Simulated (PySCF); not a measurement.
C6H10B (SMILES [BH]C#C[C@H](C)CC) (doublet)

```json
{"atom": "B", "x (Å)": "3.4622", "y (Å)": "-0.9634", "z (Å)": "-0.4968"}
{"atom": "C", "x (Å)": "2.1255", "y (Å)": "-0.7903", "z (Å)": "-0.1097"}
{"atom": "C", "x (Å)": "0.9448", "y (Å)": "-0.6352", "z (Å)": "0.2445"}
{"atom": "C", "x (Å)": "-0.4362", "y (Å)": "-0.4484", "z (Å)": "0.6193"}
{"atom": "C", "x (Å)": "-1.2776", "y (Å)": "-1.6586", "z (Å)": "0.1861"}
{"atom": "C", "x (Å)": "-0.9997", "y (Å)": "0.8512", "z (Å)": "0.0118"}
{"atom": "C", "x (Å)": "-0.2554", "y (Å)": "2.0844", "z (Å)": "0.5075"}
{"atom": "H", "x (Å)": "4.5524", "y (Å)": "-1.0950", "z (Å)": "-0.8190"}
{"atom": "H", "x (Å)": "-0.4823", "y (Å)": "-0.3640", "z (Å)": "1.7149"}
{"atom": "H", "x (Å)": "-2.3084", "y (Å)": "-1.5386", "z (Å)": "0.5132"}
{"atom": "H", "x (Å)": "-0.8787", "y (Å)": "-2.5736", "z (Å)": "0.6183"}
{"atom": "H", "x (Å)": "-1.2646", "y (Å)": "-1.7558", "z (Å)": "-0.8975"}
{"atom": "H", "x (Å)": "-0.9254", "y (Å)": "0.7932", "z (Å)": "-1.0766"}
{"atom": "H", "x (Å)": "-2.0576", "y (Å)": "0.9298", "z (Å)": "0.2740"}
{"atom": "H", "x (Å)": "0.8022", "y (Å)": "2.0109", "z (Å)": "0.2620"}
{"atom": "H", "x (Å)": "-0.3513", "y (Å)": "2.1826", "z (Å)": "1.5874"}
{"atom": "H", "x (Å)": "-0.6571", "y (Å)": "2.9828", "z (Å)": "0.0441"}
```

Geometry: GFN2-xTB.

Level of theory: UKS B3LYP, pcH-1 on B C H, non-relativistic, mean-field spin-orbit, GIAO in PySCF 2.14.0, density-fitted response routines.

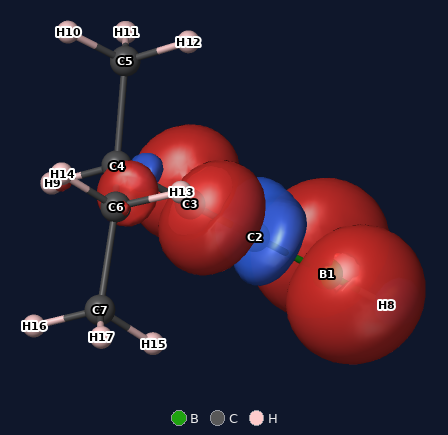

Figure 1. Isosurfaces of the spin density (α minus β) at +0.02 (red) and −0.02 e/Å³ (blue), seen at an oblique angle.

Q: Where is the unpaired spin?

A: The unpaired spin (1 electron) lies mostly on B1 (about 0.5) and C3 (about 0.3), in electrons by Hirshfeld's partition.

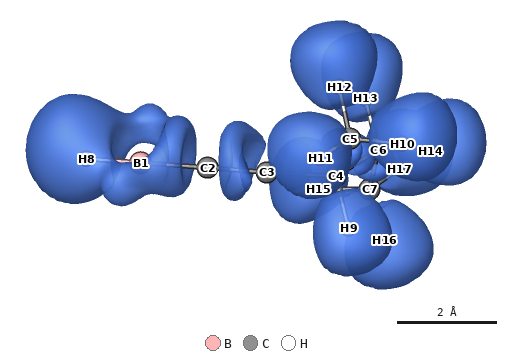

Figure 2. Isosurface of the electron localisation function at 0.8 (blue), seen from one side. Core shells and regions of very low density are left out.

Q: Identify the bonds, lone pairs and shells in this picture.

A: The surface consists of five regions between bonded C–C atoms (shared pairs) and ten regions around hydrogen nuclei. Profiles from the grid: C–C (1.24 Å): the ELF peaks at about 0.90 between the atoms; a multiple bond. C–B (1.40 Å): the ELF peaks at about 0.95 between the atoms; localised, covalent bonding.

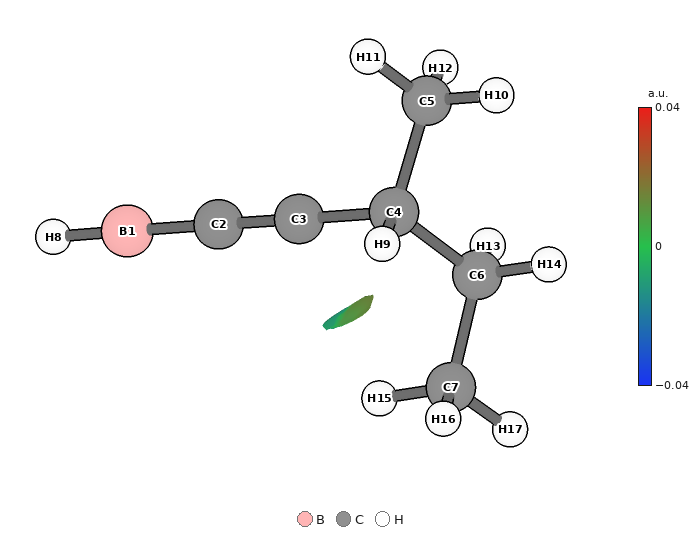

Figure 3. Non-covalent interaction (NCI) plot: the surface where the reduced density gradient is 0.5, for densities under 0.05 a.u., coloured by sign(λ₂)ρ; seen at a tilt.

Q: What holds or crowds the atoms apart from the covalent bonds?

A: Near H15, C3 and C7: mostly steric crowding (olive to red).
